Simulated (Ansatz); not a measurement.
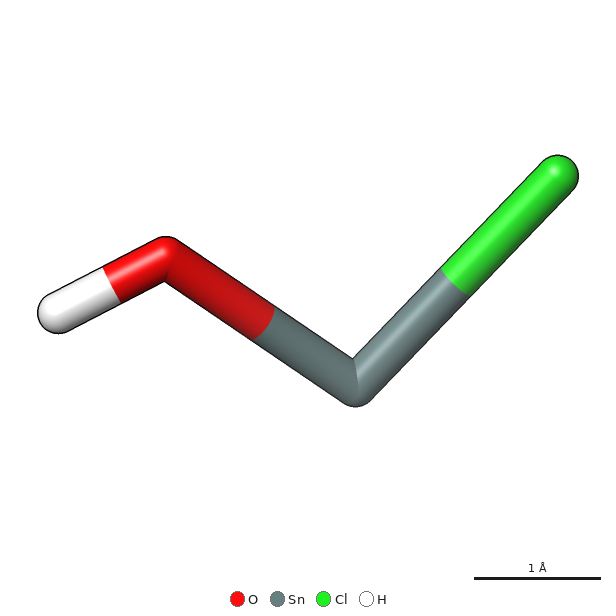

A stick model of a molecule.

Computed geometry: PBE0-D4/def2-TZVP optimisation.

Describe the molecule.

It has 4 atoms: 1 chlorine, 1 hydrogen, 1 oxygen and 1 tin (ClHOSn). SMILES: `[OH][Sn][Cl]`. The point group is Cs. All atoms lie on one plane. Coordination: 1 O bent; 1 Sn bent.

More results for the same structure follow; atom numbers are the same in all pictures, views and colours differ.

Shape

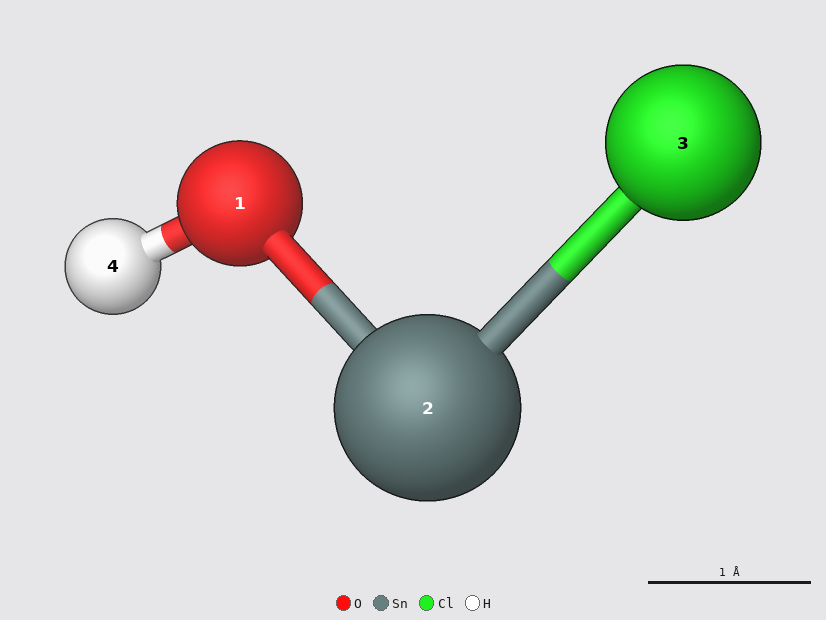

Numbered structure.

Estimate the angles Sn2–O1–H4, O1–Sn2–Cl3.

```tsv
angle	degrees
Sn2–O1–H4	114.9
O1–Sn2–Cl3	94.3
```

Charges

The questions are on Mulliken charges. Properties computed with RKS r2SCAN-D4/def2-TZVPP, core potentials on Sn (Ansatz 0.2.0).

Which atom carries the highest charge (most positive or least negative)?

Sn2 (0.74 e).

And the lowest?

O1 (−0.53 e).

List the Mulliken charges.

```json
{"atom": "O1", "value (e)": "−0.53"}
{"atom": "Sn2", "value (e)": "0.74"}
{"atom": "Cl3", "value (e)": "−0.41"}
{"atom": "H4", "value (e)": "0.19"}
```

Dipole moment

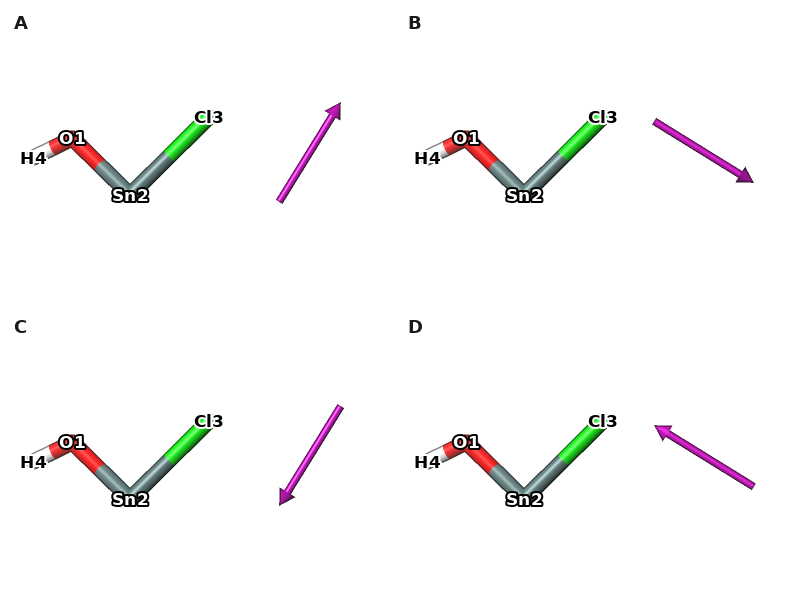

The same molecule four times, each with an arrow. Level of theory: RKS PBE0-D4/def2-TZVP, core potentials on Sn (Ansatz 0.2.0).

Which arrow points along the dipole moment, from the negative to the positive end?

C. The dipole moment is 4.09 D; it points from the side of Cl3 to the side of H4 (the outermost atoms at the two ends).

Thermal motion

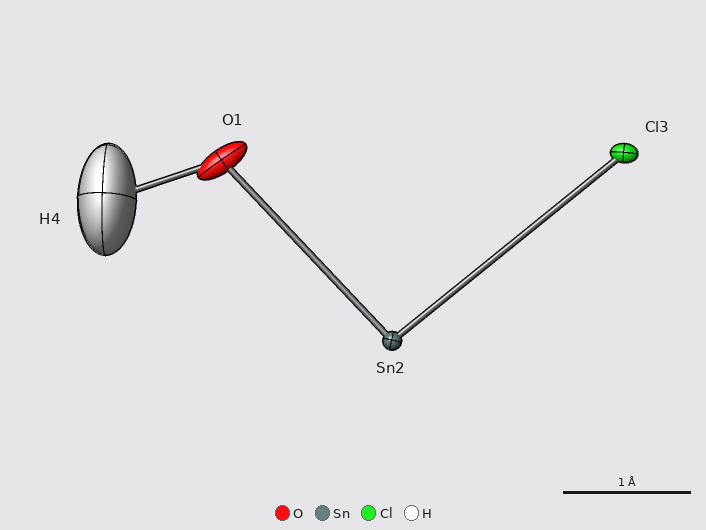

Displacement ellipsoids at the 50 % level, enlarged 1.5 times, from the internal vibrations of the free molecule (harmonic, no overall translation or rotation; no half-axis is drawn under 0.075 Å). Vibrations computed with RKS PBE0-D4/def2-TZVP, core potentials on Sn (Ansatz 0.2.0). Temperature: 298 K.

Which atom moves most?

H4, with U_eq = 0.0338 Å².

Does H4 move more along its bond or across it?

Across it: the root-mean-square amplitude is 0.115 Å along the bond and up to 0.235 Å across, since bending and torsion are softer than stretching.

List U_eq and the three principal root-mean-square amplitudes for each kind of atom.

| atom | U_eq (Å²) | rms amplitudes (Å) |
| --- | --- | --- |
| O1 | 0.0039 | 0.017, 0.041, 0.099 |
| Sn2 | 0.00014 | 0.000, 0.009, 0.018 |
| Cl3 | 0.0011 | 0.002, 0.034, 0.048 |
| H4 | 0.0338 | 0.100, 0.191, 0.235 |

Vibrations

Harmonic vibrations computed with RKS PBE0-D4/def2-TZVP, core potentials on Sn (Ansatz 0.2.0) at a stationary point of the same level.

How many vibrational modes are there, and where do they lie?

6 modes: 165, 349, 383, 606, 730, 3875 cm⁻¹.

Mulliken values depend strongly on the basis set and can even reverse the polarity of a bond.
